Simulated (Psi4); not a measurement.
**H2S (hydrogen sulfide): levels of theory compared**

Aim: a comparison of 4 runs (HF/3-21G, B3LYP/6-31G*, HSE06/aug-cc-pVTZ, wB97X-V/aug-cc-pVTZ) of H2S (hydrogen sulfide). 

The calculation is run with Psi4 1.11.

**1. The structure to begin with**

The species is H2S (3 atoms), meant as a singlet with charge 0. SMILES: `S`. The S1–H3 distance was set to 1.744 Å, away from the relaxed value.

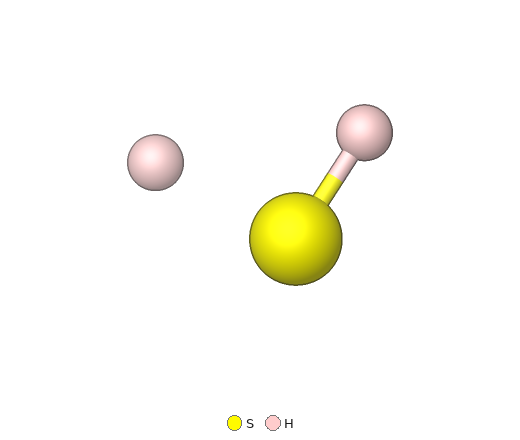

Viewed from a chosen angle; sulfur yellow, hydrogen pink.

**2. The energy at HF/3-21G (run 1)**

The input, calc.inp:

```
memory 1.6 GB

molecule geom {
  0 1
  S      1.55360432    -0.28282586     0.82947261
  H      0.80224921     2.13281104     0.67545993
  H     -1.12136348    -1.35512260    -0.76779572
  units bohr
  symmetry c1
}

set basis 3-21G
set reference rhf
set puream true
set e_convergence 1e-09
set d_convergence 1e-08
set scf_type pk

e, wfn = energy("hf", return_wfn=True)
```

The run is started by

```console
$ psi4 calc.inp calc.out -n 1
```

calc.out:

```text
[...]
  Running in c1 symmetry.
[...]
  Nuclear repulsion =   11.404936199742313
[...]
  Multiplicity = 1
[...]
  Nalpha       = 9
  Nbeta        = 9
[...]
    Number of basis functions: 17
[...]
   @RHF iter   1:  -396.62063231158976   -3.83635e-01   1.21664e-02 ADIIS/DIIS
[...]
   @RHF iter   9:  -396.66608247628170   -2.78533e-12   7.90340e-09 DIIS
[...]
    Orbital Energies [Eh]
    ---------------------
    Doubly Occupied:
       1A    -91.343898     2A     -8.938981     3A     -6.613698
       4A     -6.611785     5A     -6.608862     6A     -0.965844
       7A     -0.547012     8A     -0.467134     9A     -0.392846
[...]
  @RHF Final Energy:  -396.66608247628170
   => Energetics <=
    Nuclear Repulsion Energy =             11.4049361997423127
    One-Electron Energy =                -571.1619197305101352
    Two-Electron Energy =                 163.0909010544861246
    Total Energy =                       -396.6660824762816446
[...]
 Multipole Moments:
 ------------------------------------------------------------------------------------
     Multipole            Electronic (a.u.)      Nuclear  (a.u.)        Total (a.u.)
 ------------------------------------------------------------------------------------
 L = 1.  Multiply by 2.5417464519 to convert [e a0] to [Debye]
 Dipole X            :          1.2383464           -1.7931304           -0.5547839
 Dipole Y            :         -0.2673035            0.6291489            0.3618454
 Dipole Z            :         -0.0000000           -0.0000000           -0.0000000
 Magnitude           :                                                    0.6623574
[...]
```

Run time: 2.4 s. Hardware: 1 thread of AMD EPYC 7R43 (Zen 3), shared host; peak memory 0.16 GiB.

**3. A single-point energy at B3LYP/6-31G(d) (spherical functions) (run 2)**

The input, job.json:

```json
{
 "schema_name": "qcschema_input",
 "schema_version": 1,
 "molecule": {
  "schema_name": "qcschema_molecule",
  "schema_version": 2,
  "symbols": ["S", "H", "H"],
  "geometry": [1.55360432, -0.28282586, 0.82947261, 0.80224921, 2.13281104, 0.67545993, -1.12136348, -1.3551226, -0.76779572],
  "molecular_charge": 0,
  "molecular_multiplicity": 1,
  "fix_symmetry": "c1",
  "fix_com": true,
  "fix_orientation": true
 },
 "driver": "energy",
 "model": {
  "method": "b3lyp",
  "basis": "6-31G*"
 },
 "keywords": {
  "puream": true,
  "e_convergence": 1e-09,
  "d_convergence": 1e-08,
  "scf_type": "pk",
  "dft_radial_points": 99,
  "dft_spherical_points": 590,
  "scf_properties": ["DIPOLE", "MAYER_INDICES", "LOWDIN_CHARGES"]
 }
}
```

The run is started by

```console
$ psi4 --qcschema job.json -n 1 --memory 1600MB
```

stdout:

```text
[...]
  Running in c1 symmetry.
[...]
  Nuclear repulsion =   11.404936199742313
[...]
  Multiplicity = 1
[...]
  Nalpha       = 9
  Nbeta        = 9
[...]
    Number of basis functions: 22
[...]
   @RKS iter   1:  -399.27946685383421   -2.05442e-01   1.26736e-02 DIIS/ADIIS
[...]
   @RKS iter   9:  -399.34291393029559   -2.44427e-12   7.93755e-09 DIIS
[...]
    Orbital Energies [Eh]
    ---------------------
    Doubly Occupied:
       1A    -88.884870     2A     -7.960393     3A     -5.924873
       4A     -5.921805     5A     -5.913255     6A     -0.726647
       7A     -0.420060     8A     -0.357838     9A     -0.262039
[...]
  @RKS Final Energy:  -399.34291393029559
   => Energetics <=
    Nuclear Repulsion Energy =             11.4049361997423127
    One-Electron Energy =                -573.6590134681241580
    Two-Electron Energy =                 184.1264395631945661
    DFT Exchange-Correlation Energy =     -21.2152762251082940
    Empirical Dispersion Energy =           0.0000000000000000
    VV10 Nonlocal Energy =                  0.0000000000000000
    Total Energy =                       -399.3429139302955377
[...]
 Multipole Moments:
 ------------------------------------------------------------------------------------
     Multipole            Electronic (a.u.)      Nuclear  (a.u.)        Total (a.u.)
 ------------------------------------------------------------------------------------
 L = 1.  Multiply by 2.5417464519 to convert [e a0] to [Debye]
 Dipole X            :        -24.9136873           24.5385549           -0.3751325
 Dipole Y            :          4.0408825           -3.7475253            0.2933572
 Dipole Z            :        -13.3551019           13.1792260           -0.1758759
 Magnitude           :                                                    0.5076565
[...]
```

The result, in JSON:

```text
{
 "driver": "energy",
 "model": {
  "method": "b3lyp",
  "basis": "6-31G*"
 },
 "success": true,
 "return_result": -399.3429139302956,
 "properties": {
  "calcinfo_nbasis": 22,
  "calcinfo_nmo": 22,
  "calcinfo_nalpha": 9,
  "calcinfo_nbeta": 9,
  "calcinfo_natom": 3,
  "nuclear_repulsion_energy": 11.404936199742313,
  "return_energy": -399.3429139302956,
  "scf_one_electron_energy": -573.6590134681242,
  "scf_two_electron_energy": 184.12643956319457,
  "scf_xc_energy": -21.215276225108294,
  "scf_dipole_moment": [-0.37513247038745234, 0.29335718455805937, -0.17587591234265076],
  "scf_total_energy": -399.3429139302956,
  "scf_iterations": 9
 }
}
```

It took 4.5 s on 1 thread of AMD EPYC 7R43 (Zen 3), shared host; peak memory 0.3 GiB.

Run 3 isn't shown in full; the table further down has it.

**4. The energy at wB97X-V/aug-cc-pVTZ (run 4)**

The input, h2s.py:

```python
import psi4

psi4.set_memory('1600 MB')
psi4.set_num_threads(1)
psi4.core.set_output_file('h2s.out', False)

m = psi4.geometry("""
0 1
S      1.55360432    -0.28282586     0.82947261
H      0.80224921     2.13281104     0.67545993
H     -1.12136348    -1.35512260    -0.76779572
units bohr
symmetry c1
no_reorient
no_com
""")

options = {'basis': 'aug-cc-pVTZ', 'puream': True, 'e_convergence': 1e-09, 'd_convergence': 1e-08, 'scf_type': 'pk', 'dft_radial_points': 99, 'dft_spherical_points': 590}
psi4.set_options(options)

e = psi4.energy('wb97x-v')
print(f'wb97x-v energy: {e:.10f} Eh')
```

The run is started by

```console
$ python h2s.py
```

h2s.out:

```text
[...]
  Running in c1 symmetry.
[...]
  Nuclear repulsion =   11.404936199742313
[...]
  Multiplicity = 1
[...]
  Nalpha       = 9
  Nbeta        = 9
[...]
    Number of basis functions: 96
[...]
   @RKS iter   1:  -399.24776011135850   -3.40805e-01   3.14249e-03 ADIIS/DIIS
[...]
   @RKS iter  10:  -399.30324544756309   -4.83169e-12   2.85011e-09 DIIS
[...]
    Orbital Energies [Eh]
    ---------------------
    Doubly Occupied:
       1A    -88.916856     2A     -8.069052     3A     -6.026839
       4A     -6.023170     5A     -6.015764     6A     -0.847978
       7A     -0.517710     8A     -0.453634     9A     -0.366154
[...]
  @RKS Final Energy:  -399.30324544756309
   => Energetics <=
    Nuclear Repulsion Energy =             11.4049361997423127
    One-Electron Energy =                -573.5891906992305849
    Two-Electron Energy =                 182.4627783134928052
    DFT Exchange-Correlation Energy =     -19.6574651310027448
    Empirical Dispersion Energy =           0.0000000000000000
    VV10 Nonlocal Energy =                  0.0756958694351450
    Total Energy =                       -399.3032454475630857
[...]
 Multipole Moments:
 ------------------------------------------------------------------------------------
     Multipole            Electronic (a.u.)      Nuclear  (a.u.)        Total (a.u.)
 ------------------------------------------------------------------------------------
 L = 1.  Multiply by 2.5417464519 to convert [e a0] to [Debye]
 Dipole X            :        -24.8634163           24.5385549           -0.3248614
 Dipole Y            :          3.9439349           -3.7475253            0.1964096
 Dipole Z            :        -13.3377834           13.1792260           -0.1585574
 Magnitude           :                                                    0.4114026
[...]
```

Standard output:

```text
wb97x-v energy: -399.3032454476 Eh
```

Wall time 35 s (1 thread of AMD EPYC 7R43 (Zen 3), shared host); peak memory 1.1 GiB.

**5. Overview of the runs**

```
run                               level         integration grid      task  energy (Eh)  dipole moment (D)  HOMO energy (eV)  LUMO energy (eV)  wall time
  1                            HF/3-21G                        –    energy  -396.666082               1.68            -10.69              2.11      2.4 s
  2  B3LYP/6-31G* (spherical functions)  99 radial × 590 angular    energy  -399.342914               1.29             -7.13             -1.86      4.5 s
  3                   HSE06/aug-cc-pVTZ  99 radial × 590 angular  gradient  -399.242894               1.02             -7.11             -2.24       40 s
  4                 wB97X-V/aug-cc-pVTZ  99 radial × 590 angular    energy  -399.303245               1.05             -9.96              0.09       35 s
```

**6. Summary of results**

```
            quantity          value
 run 4: total energy  -399.30325 Eh
run 4: dipole moment         1.05 D
  run 4: HOMO energy       -9.96 eV
  run 4: LUMO energy        0.09 eV
run 4: HOMO–LUMO gap       10.05 eV
```

What this shows: The dipole moment (its size) runs from 1.02 D (HSE06/aug-cc-pVTZ) to 1.68 D (HF/3-21G). The two ends differ in method and basis. The HOMO–LUMO gap runs from 4.87 eV (HSE06/aug-cc-pVTZ) to 12.80 eV (HF/3-21G). Totals of different functionals can't be ranked against each other. All runs together took 81 s, the longest 40 s.
